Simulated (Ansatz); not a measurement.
# H6Si2···H2S: what the fields show

The calculation's input:

```
crystal:
  periodic: [false, false, false]
  atoms:
    - { symbol: Si, position_ang: [0.276943, -0.058219, 0.052249] }
    - { symbol: Si, position_ang: [0.1044, -0.077067, 2.3056] }
    - { symbol: H, position_ang: [-0.852789, -1.136874, 2.791185] }
    - { symbol: H, position_ang: [1.438643, -0.387457, 2.937225] }
    - { symbol: H, position_ang: [-0.35337, 1.247987, 2.855523] }
    - { symbol: H, position_ang: [1.727826, -0.306913, -0.295367] }
    - { symbol: H, position_ang: [-0.109776, 1.261997, -0.546871] }
    - { symbol: H, position_ang: [-0.511747, -1.167911, -0.588601] }
    - { symbol: S, position_ang: [-2.940857, 0.472781, 0.878664] }
    - { symbol: H, position_ang: [-3.106636, -0.829644, 0.516457] }
    - { symbol: H, position_ang: [-2.550637, 0.10852, 2.156037] }
basis:
  gaussian: { orbitals: def2-SVP }
hamiltonian:
  xc: pbe
  dispersion: d4
relax:
  f_tol: 0.03
  max_steps: 50
output:
  orbitals: {}
```

Launched as:

```sh
ansatz run input.yaml --threads 2 --pin off --max-ram 3072MiB --backend cpu --events-out ev --progress --plain --runs-dir out
```

The fields are those of the run's last geometry, not of the input's.

Method: RKS PBE-D4/def2-SVP in Ansatz.

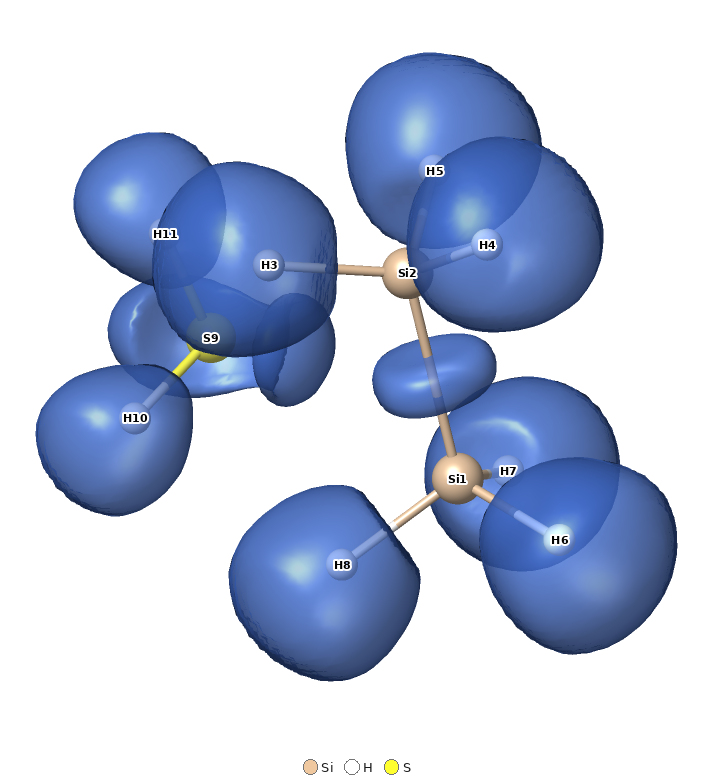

Figure 1. Isosurface of the ELF at 0.9 (blue), seen at an oblique angle. Core shells and regions of very low density are left out.

### What do the ELF domains correspond to?

The ELF exceeds this value in one region between bonded Si–Si atoms (shared pairs), eight regions around hydrogen nuclei and one region wrapped around S (its lone pairs, merged into a ring or cap). Profiles from the grid: Si2···S9 (3.59 Å): the ELF dips to about 0.05 between them: a weak contact between the two molecules. Si–Si (2.36 Å): the ELF peaks at about 1 between the atoms: a covalent bond.

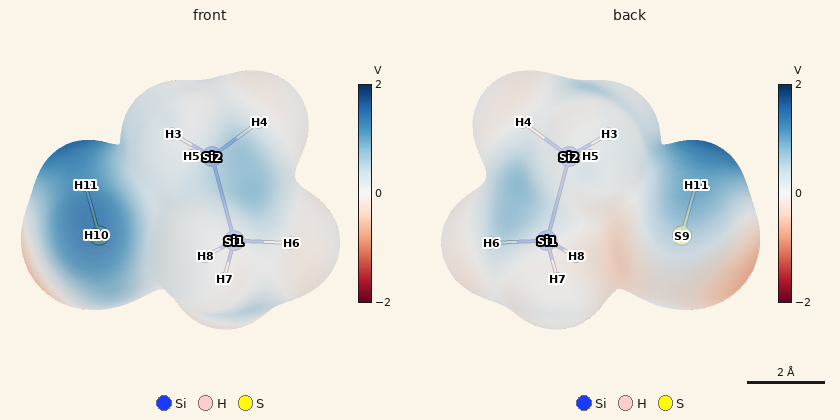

Figure 2. The molecular electrostatic potential painted on the density surface at 0.002 e/bohr³, seen from the front and from behind; red is negative and blue positive.

### Where is the surface potential most negative and most positive?

The most negative region (about −0.7 V) lies over S9, the most positive (about +1.5 V) over H10 and H11.

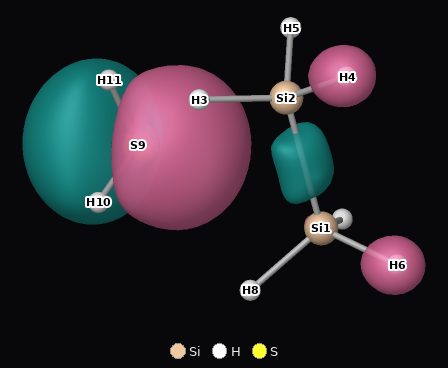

Figure 3. The HOMO at ±0.1 Å⁻³ᐟ² (teal and pink are the two phases), seen at a tilt.

### Where does this orbital lie, and at what energy?

By Hirshfeld shares it lies mainly on S9 (about 80 %); largely a lone pair of S9. Its energy is −6.26 eV.

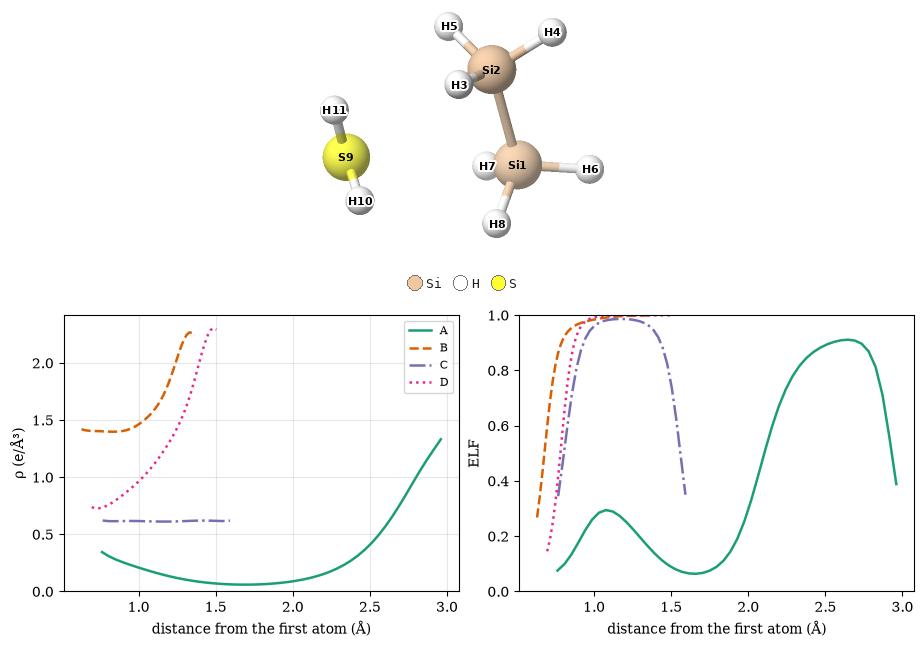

Figure 4. Total electron density and electron localisation function along straight lines between neighbouring atoms. The curves leave out the atomic cores. The structure is drawn too.

### Which curve belongs to which contact (Si–H, Si–S, Si–Si and S–H)? The first atom named is at distance zero.

Curve A: Si2···S9 (3.59 Å): the density falls to about 0.06 e/Å³ on the way; the ELF dips to about 0.05 between them; a weak contact between the two molecules. Curve B: S–H (1.36 Å): the density is about 1.4 e/Å³ at the midpoint; the ELF climbs to about 1 towards the hydrogen, as it does in any bond to H. Curve C: Si–Si (2.36 Å): ρ is about 0.61 e/Å³ halfway; the ELF peaks at about 1 between the atoms: a covalent bond. Curve D: Si–H (1.50 Å): the density is about 0.73 e/Å³ at the midpoint; the ELF climbs to about 1 towards the hydrogen.
